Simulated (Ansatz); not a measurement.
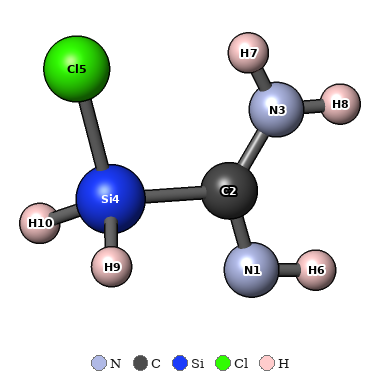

The system is CH5ClN2Si, SMILES N=C(N)[SiH2]Cl; the picture shows the reference structure. Coordinates scanned: (1) dihedral Si4–C2–N3–H7; (2) dihedral N3–C2–Si4–Cl5. Nothing is relaxed (all other coordinates rigid). The scan uses a 12 × 12 grid. Points are written as (first, second). Energies are in kJ/mol, from the lowest grid point. All numbers below come from RKS PBE0-D4/def2-SVP in Ansatz.

Its coordinates:

```xyz
10

N    -1.4313   -0.1466    0.9361
C    -0.2477    0.0280    0.4796
N     0.8891    0.3952    1.1207
Si   -0.2370   -0.3163   -1.3772
Cl    1.7087   -0.0129   -2.0867
H    -1.5070    0.0242    1.9459
H     1.7516    0.4917    0.6013
H     0.8991    0.5852    2.1149
H    -1.1356    0.6293   -2.0859
H    -0.6068   -1.7290   -1.6457
```

Range: dihedral Si4–C2–N3–H7 from −180 to 150°; dihedral N3–C2–Si4–Cl5 from −180 to 150°.

What will the energy surface look like?

Answer. The lowest grid point is at (0°, 0°); the map holds 2 wells of about this depth. The highest grid point, (90°, 150°), lies 97 kJ/mol above the lowest. On the interpolated surface the easiest way out of the lowest well to its copy in the next cell or period passes a barrier of about 31 kJ/mol. Round the minimum the valley is somewhat tilted: raising dihedral Si4–C2–N3–H7 shifts the best value of dihedral N3–C2–Si4–Cl5 downwards (coupling k₁₂/√(k₁₁k₂₂) about 0.3).

| dihedral N3–C2–Si4–Cl5 ↓, dihedral Si4–C2–N3–H7 → | −180 | −150 | −120 | −90 | −60 | −30 | 0 | 30 | 60 | 90 | 120 | 150 |
| --- | --- | --- | --- | --- | --- | --- | --- | --- | --- | --- | --- | --- |
| 150 | 27 | 44 | 79 | 97 | 73 | 39 | 27 | 44 | 78 | 97 | 73 | 39 |
| 120 | 20 | 37 | 74 | 96 | 72 | 36 | 20 | 37 | 74 | 96 | 73 | 36 |
| 90 | 18 | 32 | 68 | 92 | 71 | 35 | 18 | 32 | 68 | 92 | 71 | 35 |
| 60 | 16 | 31 | 66 | 87 | 64 | 29 | 16 | 31 | 66 | 87 | 65 | 29 |
| 30 | 6 | 26 | 64 | 85 | 59 | 19 | 6 | 26 | 64 | 85 | 59 | 20 |
| 0 | 0 | 19 | 60 | 85 | 61 | 19 | 0 | 18 | 60 | 85 | 61 | 19 |
| −30 | 6 | 19 | 58 | 85 | 65 | 27 | 6 | 19 | 58 | 85 | 65 | 27 |
| −60 | 16 | 28 | 64 | 87 | 67 | 32 | 16 | 28 | 63 | 87 | 67 | 32 |
| −90 | 18 | 35 | 71 | 92 | 69 | 33 | 18 | 34 | 70 | 92 | 69 | 33 |
| −120 | 20 | 35 | 72 | 96 | 75 | 37 | 20 | 35 | 72 | 96 | 75 | 37 |
| −150 | 27 | 38 | 72 | 97 | 79 | 45 | 27 | 38 | 72 | 97 | 79 | 45 |
| −180 | 31 | 44 | 76 | 96 | 77 | 45 | 31 | 44 | 76 | 96 | 77 | 45 |

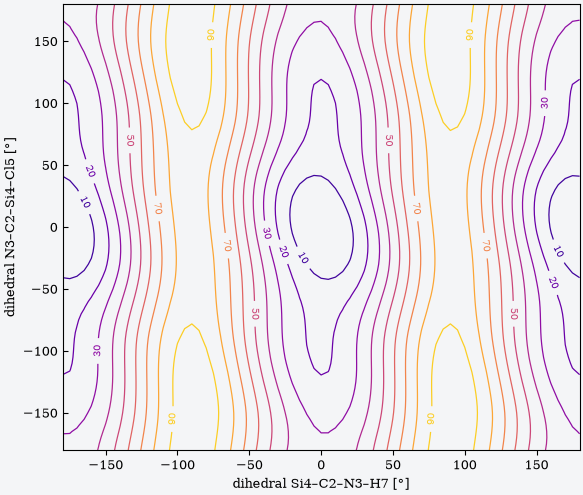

Drawn: contour lines labelled in kJ/mol. Between grid points the surface is interpolated.

Each point was launched as `ansatz run input.yaml --threads 1 --pin off --max-ram 2560MiB --backend cpu --events-out ev --progress --plain --runs-dir out`. The whole map (144 points run) took 13 min on 1 thread of Arm Neoverse V1, on a shared host.
